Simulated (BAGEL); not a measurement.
# triplet BOF: levels of theory compared

We compute a comparison of 5 runs (UHF/STO-3G, ROHF/6-31G*, UHF/6-31G*, ROHF/cc-pVTZ, UHF/cc-pVTZ) of triplet BOF. 

The results are computed with BAGEL 1.2.2.

**1. The system as given**

BOF has 3 atoms, charge 0, and is taken as a triplet. As SMILES of the parent species, `O=BF`. Geometry: relaxed at PBE0-D4/def2-TZVP. That shape belongs to the parent species and isn't relaxed for this state.

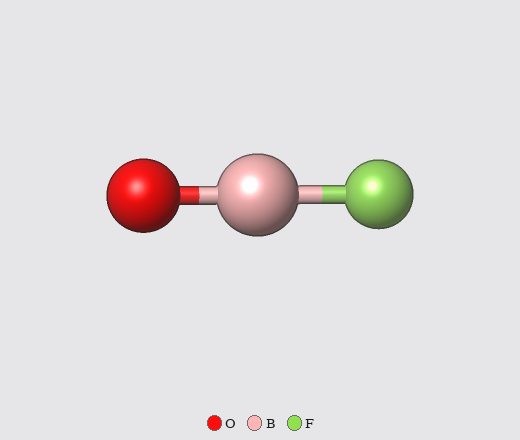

The structure, seen from a chosen angle (oxygen red, boron pink, fluorine green).

**2. The energy at UHF/STO-3G (density fitting with qzvpp-jkfit) (run 1)**

Contents of job.json:

```json
{ "bagel" : [

{
  "title" : "molecule",
  "basis" : "sto-3g",
  "df_basis" : "qzvpp-jkfit",
  "angstrom" : true,
  "geometry" : [
    { "atom" : "O", "xyz" : [    0.983100,   -0.565100,    0.479900 ] },
    { "atom" : "B", "xyz" : [    0.020300,   -0.011600,    0.009900 ] },
    { "atom" : "F", "xyz" : [   -1.003400,    0.576800,   -0.489800 ] }
  ]
},
{ "title" : "uhf", "nopen" : 2 },
{ "title" : "print", "file" : "orbitals.molden", "orbitals" : true }

]}
```

Started as:

```
$ BAGEL_NUM_THREADS=1 BAGEL job.json > job.out
```

What it wrote:

```text
* using 1 threads per process

  ===============================================================
  ===============================================================

  *** Geometry ***

  { "atom" : "O", "xyz" : [      1.857790,     -1.067884,      0.906880 ] },
  { "atom" : "B", "xyz" : [      0.038361,     -0.021921,      0.018708 ] },
  { "atom" : "F", "xyz" : [     -1.896151,      1.089994,     -0.925588 ] },

  Number of auxiliary basis functions:      229

  Since a DF basis is specified, we compute 2- and 3-index integrals:
    o Being stored without compression. Storage requirement is 0.000 GB

  Number of basis functions:       15
  Number of electrons      :       22

    * METHOD: MOLECULE                             0.05

  *** Open-shell HF ***

  === Nuclear Repulsion ===
    51.4389501297

      * DIIS with orbital gradients will be used.

  === UHF iteration (sto-3g) ===
      0       -195.90341947          0.04986393           0.00
      1       -195.95114130          0.01460000           0.00
      2       -195.95560959          0.00610086           0.00
      3       -195.95634968          0.00132201           0.00
      4       -195.95647776          0.00046570           0.00
      5       -195.95650908          0.00025349           0.00
      6       -195.95653114          0.00021064           0.00
      7       -195.95653649          0.00023451           0.00
      8       -195.95651964          0.00013023           0.00
      9       -195.95652317          0.00002709           0.00
     10       -195.95652338          0.00000570           0.00
     11       -195.95652338          0.00000285           0.00
     12       -195.95652338          0.00000111           0.00
     13       -195.95652338          0.00000030           0.00
     14       -195.95652338          0.00000026           0.00
     15       -195.95652338          0.00000023           0.00
     16       -195.95652338          0.00000022           0.00
     17       -195.95652338          0.00000022           0.00
     18       -195.95652338          0.00000023           0.00
     19       -195.95652338          0.00000022           0.00
     20       -195.95652338          0.00000015           0.00
     21       -195.95652338          0.00000011           0.00
     22       -195.95652338          0.00000012           0.00
     23       -195.95652338          0.00000011           0.00
     24       -195.95652338          0.00000010           0.00
     25       -195.95652338          0.00000010           0.00
     26       -195.95652338          0.00000009           0.00
     27       -195.95652338          0.00000006           0.00
     28       -195.95652338          0.00000004           0.00
     29       -195.95652338          0.00000003           0.00
     30       -195.95652338          0.00000004           0.00
     31       -195.95652338          0.00000003           0.00
     32       -195.95652338          0.00000003           0.00
     33       -195.95652338          0.00000003           0.00
     34       -195.95652338          0.00000003           0.00
     35       -195.95652338          0.00000003           0.00
     36       -195.95652338          0.00000002           0.00
     37       -195.95652338          0.00000002           0.00
     38       -195.95652338          0.00000003           0.00
     39       -195.95652338          0.00000002           0.00
     40       -195.95652338          0.00000001           0.00
     41       -195.95652338          0.00000001           0.00
    * SCF iteration converged.

    * S^2 (UHF) is 2.0069

    * Permanent dipole moment:
           (   -0.084338,     0.048202,    -0.041097) a.u.

    * METHOD: UHF                                  0.21

    * METHOD: PRINT                                0.00

  ===============================================================
```

Run time: 0.4 s. Hardware: 1 thread of Arm Neoverse N1, shared host.

**3. A single-point energy at ROHF/6-31G(d) (density fitting with qzvpp-jkfit, spherical functions) (run 2)**

Contents of input.json:

```json
{ "bagel": [

{
  "title": "molecule",
  "basis": "6-31gs.json",
  "df_basis": "qzvpp-jkfit",
  "angstrom": "true",
  "geometry": [
    { "atom": "O", "xyz": [       0.983100,      -0.565100,       0.479900 ] },
    { "atom": "B", "xyz": [       0.020300,      -0.011600,       0.009900 ] },
    { "atom": "F", "xyz": [      -1.003400,       0.576800,      -0.489800 ] }
  ]
},

{ "title": "rohf", "nopen": 2 },

{ "title": "print", "file": "orbitals.molden", "orbitals": "true" }

]}
```

The basis set 6-31G* is read from a file made from the Basis Set Exchange's data (not shown).

Started as:

```
$ BAGEL_NUM_THREADS=1 BAGEL input.json > input.out
```

What it wrote:

```text
* using 1 threads per process

  ===============================================================
  ===============================================================

  *** Geometry ***

  { "atom" : "O", "xyz" : [      1.857790,     -1.067884,      0.906880 ] },
  { "atom" : "B", "xyz" : [      0.038361,     -0.021921,      0.018708 ] },
  { "atom" : "F", "xyz" : [     -1.896151,      1.089994,     -0.925588 ] },

  Number of auxiliary basis functions:      229

  Since a DF basis is specified, we compute 2- and 3-index integrals:
    o Being stored without compression. Storage requirement is 0.003 GB

  Number of basis functions:       42
  Number of electrons      :       22

    * METHOD: MOLECULE                             0.06

  *** Open-shell HF ***

  === Nuclear Repulsion ===
    51.4389501297

      * DIIS with orbital gradients will be used.

  === ROHF iteration (6-31gs.json) ===
      0       -198.68022261          0.05574506           0.01
      1       -198.75346468          0.03699715           0.01
      2       -198.77715118          0.02330505           0.01
      3       -198.79296129          0.00148866           0.01
      4       -198.79312332          0.00057861           0.01
      5       -198.79315196          0.00011288           0.01
      6       -198.79315169          0.00003149           0.01
      7       -198.79315172          0.00000763           0.01
      8       -198.79315185          0.00000549           0.01
      9       -198.79315189          0.00000573           0.01
     10       -198.79315187          0.00000508           0.01
     11       -198.79315182          0.00000196           0.01
     12       -198.79315183          0.00000078           0.01
     13       -198.79315182          0.00000038           0.01
     14       -198.79315182          0.00000013           0.01
     15       -198.79315182          0.00000006           0.01
     16       -198.79315182          0.00000004           0.01
     17       -198.79315182          0.00000003           0.01
     18       -198.79315182          0.00000002           0.01
     19       -198.79315182          0.00000001           0.01
     20       -198.79315182          0.00000001           0.01
     21       -198.79315182          0.00000001           0.01
    * SCF iteration converged.

    * S^2 (ROHF) is 2.0000

    * Permanent dipole moment:
           (   -0.205906,     0.117117,    -0.100188) a.u.

    * METHOD: ROHF                                 0.37

    * METHOD: PRINT                                0.01

  ===============================================================
```

Wall time 0.58 s (1 thread of Arm Neoverse N1, shared host).

Runs 3 to 4 aren't shown in full; the table further down has their settings and results.

**4. A single-point energy at UHF/cc-pVTZ (density fitting with qzvpp-jkfit) (run 5)**

Contents of job.json:

```json
{ "bagel": [

{
  "title": "molecule",
  "basis": "cc-pvtz.json",
  "df_basis": "qzvpp-jkfit",
  "angstrom": true,
  "geometry": [
    { "atom": "O", "xyz": [    0.983100,   -0.565100,    0.479900 ] },
    { "atom": "B", "xyz": [    0.020300,   -0.011600,    0.009900 ] },
    { "atom": "F", "xyz": [   -1.003400,    0.576800,   -0.489800 ] }
  ]
},
{ "title": "uhf", "charge": 0, "nopen": 2 },
{ "title": "print", "file": "orbitals.molden", "orbitals": true }

]}
```

The basis set cc-pVTZ is read from a file made from the Basis Set Exchange's data (not shown).

Started as:

```
$ BAGEL_NUM_THREADS=1 BAGEL job.json > job.out
```

What it wrote:

```text
* using 1 threads per process

  ===============================================================
  ===============================================================

  *** Geometry ***

  { "atom" : "O", "xyz" : [      1.857790,     -1.067884,      0.906880 ] },
  { "atom" : "B", "xyz" : [      0.038361,     -0.021921,      0.018708 ] },
  { "atom" : "F", "xyz" : [     -1.896151,      1.089994,     -0.925588 ] },

  Number of auxiliary basis functions:      229

  Since a DF basis is specified, we compute 2- and 3-index integrals:
    o Being stored without compression. Storage requirement is 0.015 GB

  Number of basis functions:       90
  Number of electrons      :       22

    * METHOD: MOLECULE                             0.10

  *** Open-shell HF ***

  === Nuclear Repulsion ===
    51.4389501297

      * DIIS with orbital gradients will be used.

  === UHF iteration (cc-pvtz.json) ===
      0       -198.72153724          0.04098612           0.04
      1       -198.82203422          0.03091911           0.04
      2       -198.86442839          0.01961139           0.04
      3       -198.89955574          0.00127173           0.04
      4       -198.89995577          0.00043742           0.04
      5       -198.90004139          0.00016531           0.04
      6       -198.90005996          0.00004974           0.04
      7       -198.90006223          0.00000900           0.04
      8       -198.90006236          0.00000518           0.04
      9       -198.90006242          0.00000302           0.04
     10       -198.90006245          0.00000211           0.04
     11       -198.90006246          0.00000211           0.04
     12       -198.90006246          0.00000212           0.04
     13       -198.90006245          0.00000199           0.04
     14       -198.90006242          0.00000108           0.04
     15       -198.90006240          0.00000036           0.04
     16       -198.90006240          0.00000021           0.04
     17       -198.90006240          0.00000011           0.04
     18       -198.90006240          0.00000007           0.04
     19       -198.90006240          0.00000005           0.04
     20       -198.90006240          0.00000004           0.04
     21       -198.90006240          0.00000003           0.04
     22       -198.90006240          0.00000003           0.04
     23       -198.90006240          0.00000003           0.04
     24       -198.90006240          0.00000003           0.04
     25       -198.90006240          0.00000003           0.04
     26       -198.90006240          0.00000003           0.04
     27       -198.90006240          0.00000003           0.04
     28       -198.90006240          0.00000003           0.04
     29       -198.90006240          0.00000003           0.04
     30       -198.90006240          0.00000002           0.04
     31       -198.90006240          0.00000001           0.04
     32       -198.90006240          0.00000001           0.04
    * SCF iteration converged.

    * S^2 (UHF) is 2.0058

    * Permanent dipole moment:
           (   -0.230365,     0.129172,    -0.111603) a.u.

    * METHOD: UHF                                  1.51

    * METHOD: PRINT                                0.03

  ===============================================================
```

Wall time 1.8 s (1 thread of Arm Neoverse N1, shared host).

**5. The series**

```
run                                                                level  energy (Eh)  dipole moment (D)   ⟨S²⟩  wall time
  1                        UHF/STO-3G (density fitting with qzvpp-jkfit)  -195.956523               0.27  2.007      0.4 s
  2  ROHF/6-31G* (density fitting with qzvpp-jkfit, spherical functions)  -198.793152               0.65  2.000     0.58 s
  3   UHF/6-31G* (density fitting with qzvpp-jkfit, spherical functions)  -198.797871               0.65  2.006     0.56 s
  4                      ROHF/cc-pVTZ (density fitting with qzvpp-jkfit)  -198.894995               0.73  2.000      1.4 s
  5                       UHF/cc-pVTZ (density fitting with qzvpp-jkfit)  -198.900062               0.73  2.006      1.8 s
```

**6. Results**

| quantity | value |
| --- | --- |
| run 5: total energy | -198.90006 Eh |
| run 5: dipole moment | 0.73 D |
| run 5: ⟨S²⟩ | 2.006 |

In words: The dipole moment (its size) runs from 0.27 D (UHF/STO-3G) to 0.73 D (UHF/cc-pVTZ). In run 1 the basis is minimal, so the values are rough. All runs together took 4.7 s, the longest 1.8 s.
